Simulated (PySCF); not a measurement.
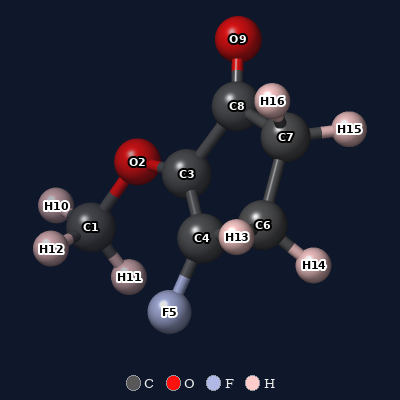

Geometry used (C₆H₇FO₂, SMILES COC1=C(F)CCC1=O).

GIAO shifts, PBE0/pcSseg-1 in PySCF, at a GFN2-xTB geometry (no frequency check), against H₂O for ¹⁷O and TMS for ¹H computed at the same level (¹⁷O: a single water molecule, while the usual scale starts at liquid water and gives values some tens of ppm lower). Gas phase, fully decoupled, line heights follow the number of nuclei, widths are arbitrary (no quadrupolar broadening); values of one conformer, averaged over methyl-type rotors and exact or near symmetry; other conformers aren't averaged in.

Which ¹⁷O signals does it give?

2 signals.


| δ (ppm) | nuclei | atoms |
| --- | --- | --- |
| 616.0 | 1 | O9 |
| 89.6 | 1 | O2 |

Which ¹H signals does it give?

3 signals.


```
δ (ppm)  nuclei          atoms
   4.10       3  H10, H11, H12
   2.65       2       H13, H14
   2.40       2       H15, H16
```

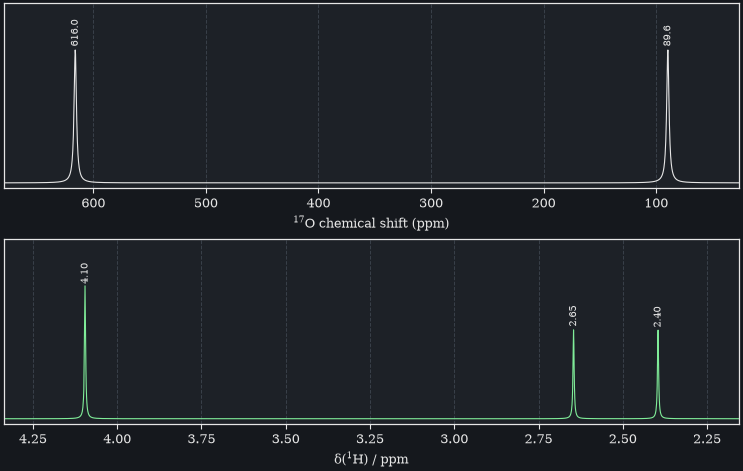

Note: the tight-binding geometry is rougher than a DFT one and adds to the error.
